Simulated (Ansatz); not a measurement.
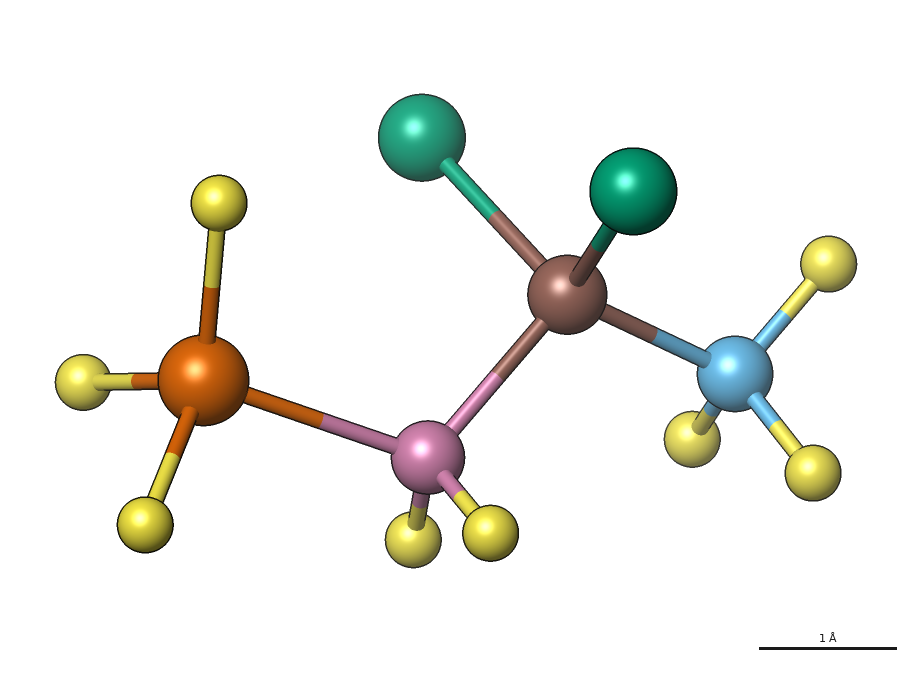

The picture shows a molecular structure as a ball-and-stick model. Every bond is drawn as one stick, whatever its order. Colours: carbon blue, boron brown, chlorine teal, nitrogen pink, silicon orange, hydrogen yellow.

The computed structure is the end point of a PBE0-D4/def2-TZVP optimisation.

Identify the structure.

Formula CH₈BCl₂NSi. Its SMILES string is `C[B-](Cl)(Cl)[NH2+][SiH3]`. It has no ring. Among its groups: Si–H bond, Si–N bond. This geometry has C1 symmetry. Coordination: 1 C tetrahedral; 1 B tetrahedral; 1 N tetrahedral; 1 Si tetrahedral.

More results for the same structure follow; atom numbers are the same in all pictures, views and colours differ.

**Geometry**

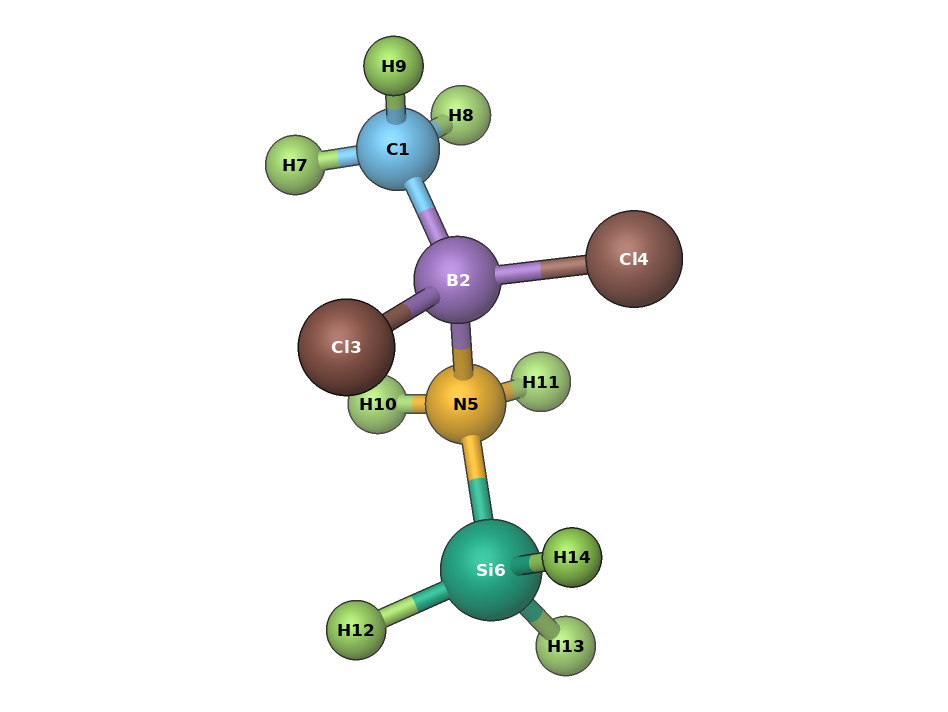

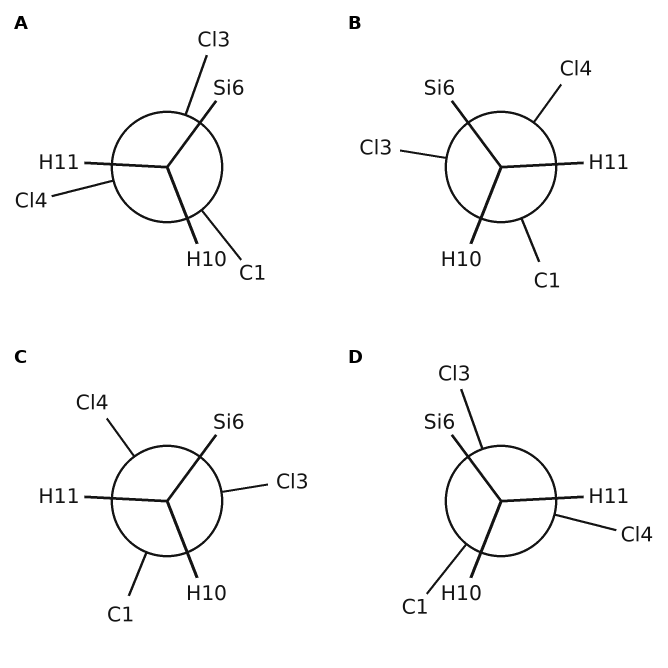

Distant atoms are faded towards the background colour. Bonds that would overlap in a projection are set slightly apart.

**Which Newman projection shows the view along N5–B2, with N5 in front?**

B. The torsion angle Si6–N5–B2–Cl3 is −44°, synclinal (gauche).

**Vibrations**

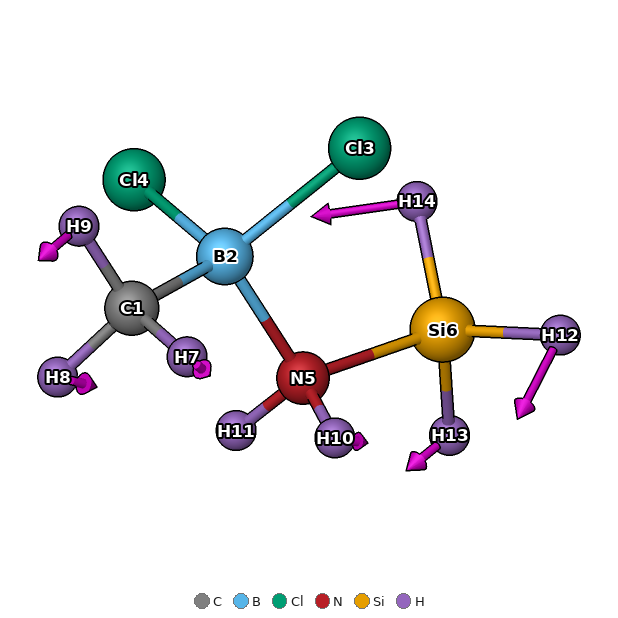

The arrows show one normal mode. Harmonic vibrations computed with RKS PBE0-D4/def2-TZVP (Ansatz 0.2.0) at a stationary point of the same level.

**Describe the motion.**

Mostly angle bending.

**At what wavenumber does it lie?**

901 cm⁻¹; it is mode 17 of 36 counted from the lowest.

**Levels of theory compared**

Program: Ansatz 0.2.0.

Tabulate HOMO energy (eV), HOMO–LUMO gap (eV), dipole (D) at these levels: B3LYP-D4/def2-TZVPP; PBE-D4/def2-TZVPP; r2SCAN-D4/def2-TZVPP; ωB97M-V/def2-TZVPP.

| level | HOMO energy (eV) | HOMO–LUMO gap (eV) | dipole (D) |
| --- | --- | --- | --- |
| B3LYP-D4/def2-TZVPP | −7.62 | 6.77 | 5.26 |
| PBE-D4/def2-TZVPP | −6.53 | 5.09 | 5.06 |
| r2SCAN-D4/def2-TZVPP | −6.86 | 5.86 | 5.24 |
| ωB97M-V/def2-TZVPP | −10.14 | 11.11 | 5.31 |

**Charges**

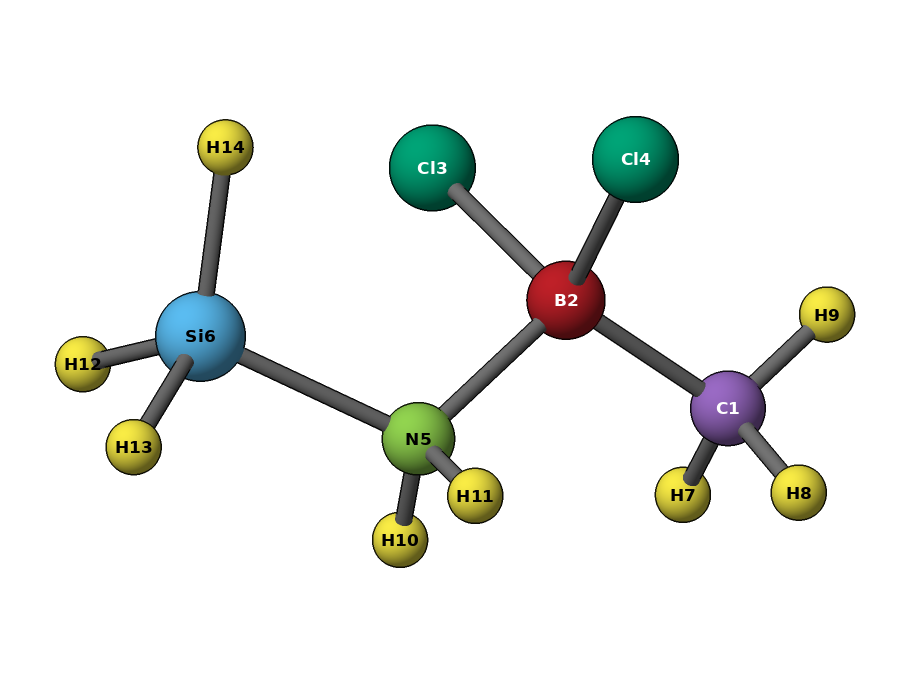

The questions are on Mulliken charges. Method: RKS PBE0-D4/def2-TZVP (Ansatz 0.2.0).

**Which atom carries the highest charge (most positive or least negative)?**

H11 (0.28 e).

**And the lowest?**

C1 (−0.40 e).

List the Mulliken charges.

| atom | value (e) |
| --- | --- |
| C1 | −0.40 |
| B2 | 0.03 |
| Cl3 | −0.23 |
| Cl4 | −0.24 |
| N5 | −0.32 |
| Si6 | 0.18 |
| H7 | 0.12 |
| H8 | 0.12 |
| H9 | 0.14 |
| H10 | 0.27 |
| H11 | 0.28 |
| H12 | 0.02 |
| H13 | −0.02 |
| H14 | 0.05 |

Mulliken values depend strongly on the basis set and can even reverse the polarity of a bond.
